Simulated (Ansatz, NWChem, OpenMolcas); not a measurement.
# Computed against measured: dipole moment

8 molecules; the dipole moment in D, computed less measured. Shapes, held fixed at every level: PBE0-D4/def2-TZVP; CS, SiS at the measured bond length. No vibrational averaging. Dipoles are compared by magnitude; molecules under 1 D, whose direction can flip, are left out. Programs: Ansatz 0.2.0, NWChem 7.3.0, OpenMolcas 26.06. A level may come from different programs for different species; with the same settings they agree closely. Measured values: NIST CCCBDB.

Levels: A = HF/def2-SVP; B = PBE/cc-pVTZ; C = M06-2X/cc-pVTZ.

```csv
molecule,measured,A,B,C
BrF (SMILES FBr),1.42,+0.57,-0.21,+0.07
CS (carbon monosulfide),1.98,-0.49,-0.06,-0.12
HF (hydrogen fluoride),1.82,+0.17,-0.04,+0.06
SiS (SMILES [Si-]#[S+]),1.73,+0.36,-0.24,+0.22
HCN (hydrogen cyanide),2.98,+0.21,-0.10,+0.06
CH3Br (bromomethane),1.81,+0.27,+0.01,+0.13
CH3N (methanimine),2.00,+0.20,-0.17,-0.01
CH4S (methanethiol),1.52,+0.13,+0.02,+0.03
```

(1) Which level does best on this set, which worst, and which err to one side?

Results:

(1) 
| level | kind | mean error | mean absolute error | worst case |
| --- | --- | --- | --- | --- |
| HF/def2-SVP | Hartree–Fock | +0.177 | 0.300 | BrF |
| PBE/cc-pVTZ | GGA | -0.099 | 0.106 | SiS |
| M06-2X/cc-pVTZ | global hybrid | +0.055 | 0.088 | SiS |

On this set M06-2X/cc-pVTZ has the smallest mean absolute error and HF/def2-SVP the largest. HF/def2-SVP is too high in 7 of 8; PBE/cc-pVTZ is too low in 6 of 8; M06-2X/cc-pVTZ is too high in 6 of 8. The levels differ in basis as well as in method. The smallest two are near a tie. Relativity is left out for Br. The set is small.

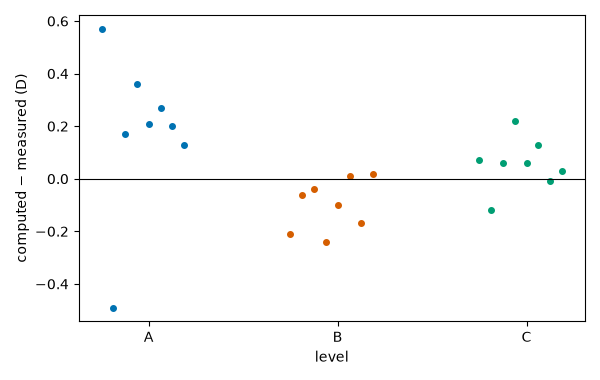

Errors of each level, one point a molecule.
